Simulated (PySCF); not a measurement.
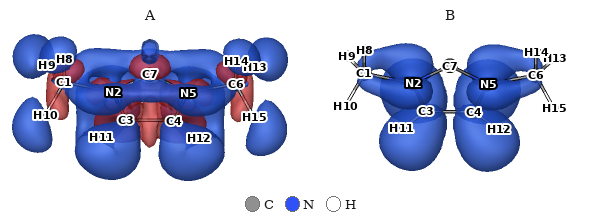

C5H8N2, SMILES `CN1C=CN(C)[C]1`. The Fukui function f⁺ from two separate SCF calculations and the density of the LUMO, at ±0.01 e/Å³ (blue positive, red negative).

PySCF calculation, B3LYP/6-311G**, gas phase; geometry: GFN2-xTB. No frequency check shows the geometry to be a minimum.

Geometry (Å), atoms numbered from 1:

```
C1      -2.4289    0.5604    0.0008
N2      -1.0637    0.1235   -0.0007
C3      -0.6762   -1.1938   -0.0004
C4       0.6762   -1.1939    0.0004
N5       1.0637    0.1235    0.0007
C6       2.4289    0.5604   -0.0008
C7       0.0001    0.9657    0.0001
H8      -2.4364    1.6486   -0.0036
H9      -2.9536    0.1969   -0.8868
H10     -2.9530    0.1969    0.8887
H11     -1.3781   -2.0033   -0.0005
H12      1.3781   -2.0033    0.0005
H13      2.9530    0.1969   -0.8887
H14      2.4364    1.6486    0.0036
H15      2.9536    0.1969    0.8868
```

### Which panel is which, and how good is the frozen-orbital picture?

A is f⁺ (it has negative regions), B the LUMO density. The LUMO lies on C3 and C4 (28 % each), N2 and N5 (8 % each) and H11 and H12 (5 % each); f⁺ (Hirshfeld-condensed) is largest on C3 and C4 (0.14 each); the vertical electron affinity is −2.70 eV (the stability of the anion's solution wasn't checked; negative, but this basis has no diffuse functions, so it doesn't show that the anion is unbound). Relaxation shifts 35 % of the electron between atoms. The orbital energy is 0.76 eV.
